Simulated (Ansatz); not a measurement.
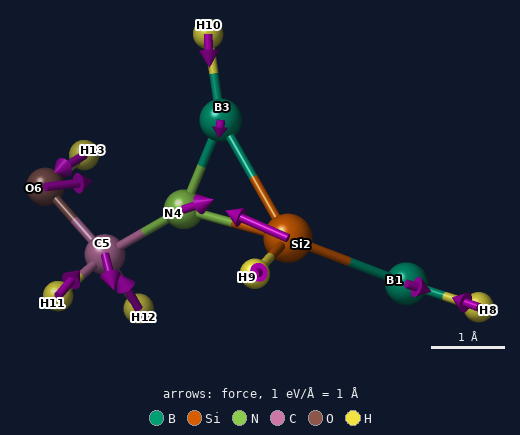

Starting geometry of CH$_{7}$B$_{2}$NOSi with the computed forces as purple arrows. A ball-and-stick model, seen at a tilt.

The start comes from PBE-D4/def2-SVP.

Theory: RKS PBE0-D4/def2-TZVP (Ansatz 0.2.0).

The input:
```yaml
crystal:
  periodic: [false, false, false]
  atoms:
    - {symbol: B, position_ang: [-2.620005, -0.305086, -0.414215]}
    - {symbol: Si, position_ang: [-0.936615, 0.372937, -1.136590]}
    - {symbol: B, position_ang: [0.210805, 1.514636, 0.056424]}
    - {symbol: N, position_ang: [0.549851, 0.200351, -0.079194]}
    - {symbol: C, position_ang: [1.543999, -0.767771, 0.356391]}
    - {symbol: O, position_ang: [2.492844, -0.220289, 1.219118]}
    - {symbol: H, position_ang: [-2.662634, -0.655237, 0.751189]}
    - {symbol: H, position_ang: [-3.654570, -0.268635, -1.052916]}
    - {symbol: H, position_ang: [-0.575983, 0.316212, -2.597052]}
    - {symbol: H, position_ang: [0.548726, 2.533612, 0.603448]}
    - {symbol: H, position_ang: [2.093067, -1.140115, -0.535723]}
    - {symbol: H, position_ang: [0.995267, -1.637655, 0.797092]}
    - {symbol: H, position_ang: [2.035750, 0.022141, 2.047029]}
basis:
  gaussian: {orbitals: def2-TZVP}
hamiltonian: {xc: pbe0, dispersion: d4}
relax: {f_tol: 0.005, max_steps: 150}
```

Command:
```bash
ansatz run in.yaml --threads 4 --pin off --events-out ev --progress --plain --max-ram 10444MiB
```

Is this structure relaxed? If not, where do the atoms go?

Answer. It isn't relaxed: the largest force vector, on Si2, is 0.98 eV/Å. The final displacements follow the starting forces only in part (cosine between the two patterns 0.45). Over 8 accepted moves (9 points after the start) the energy falls by 1.74 kcal/mol. The largest force component goes from 0.91 to 0.0036 eV/Å. The line search rejected the trial step at point 4 of the run. H10 moves most after the best rigid fit: 0.074 Å. By element the largest moves are H 0.074 Å, Si 0.038 Å, O 0.033 Å, C 0.028 Å, N 0.018 Å, B 0.017 Å. Some distances before and after: Si2–N4 1.832 → 1.782 Å, Si2–B3 2.011 → 1.969 Å, B1–H7 1.218 → 1.197 Å, C5–H12 1.119 → 1.099 Å. Among the angles between lasting bonds that change: Si2–B3–H10 155.4° → 158.8°, B1–Si2–H9 123.5° → 120.5°, N4–B3–H10 142.2° → 139.7°. Cost: 27 s on 4 threads of INTEL XEON PLATINUM 8581C @ 2.10GHz, with other jobs on the host.
